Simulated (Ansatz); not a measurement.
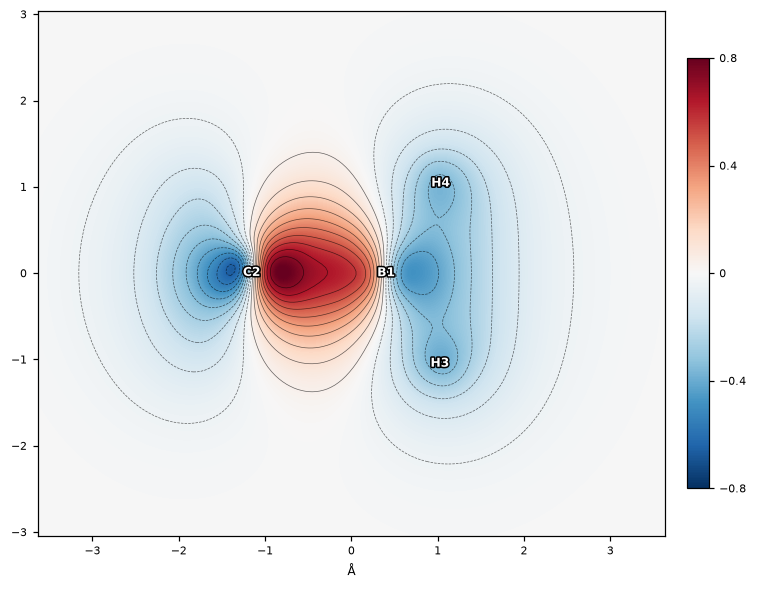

Figure 1: CH₅B. The HOMO−1 on the plane of atoms C2, B1 and H3 (values in Å⁻³ᐟ²; the overall sign is arbitrary).

Method: RKS PBE-D4/def2-SVP in Ansatz 0.2.0.

Input

```
crystal:
  periodic: [false, false, false]
  atoms:
    - { symbol: B, position_ang: [-0.2114, -0.91, 0.0454] }
    - { symbol: C, position_ang: [0.1819, 0.6525, -0.0334] }
    - { symbol: H, position_ang: [0.4065, -1.6614, 0.5393] }
    - { symbol: H, position_ang: [-1.2159, -1.1927, -0.439] }
    - { symbol: H, position_ang: [0.3226, 1.0389, 0.9794] }
    - { symbol: H, position_ang: [1.1433, 0.7519, -0.5878] }
    - { symbol: H, position_ang: [-0.5658, 1.2527, -0.5495] }
basis:
  gaussian: { orbitals: def2-SVP }
hamiltonian:
  xc: pbe
  dispersion: d4
relax:
  f_tol: 0.02
  max_steps: 40
output:
  orbitals: {}
```

Command:

```sh
ansatz run input.yaml --threads 1 --pin off --max-ram 2048MiB --backend cpu --events-out ev --progress --plain --runs-dir out
```

The fields are those of the relaxed geometry.

### Describe this orbital and give its energy.

It lies mainly on C2 (about 40 %), B1 (about 30 %), H3 (about 10 %) and H4 (about 10 %). Its energy is −7.94 eV.
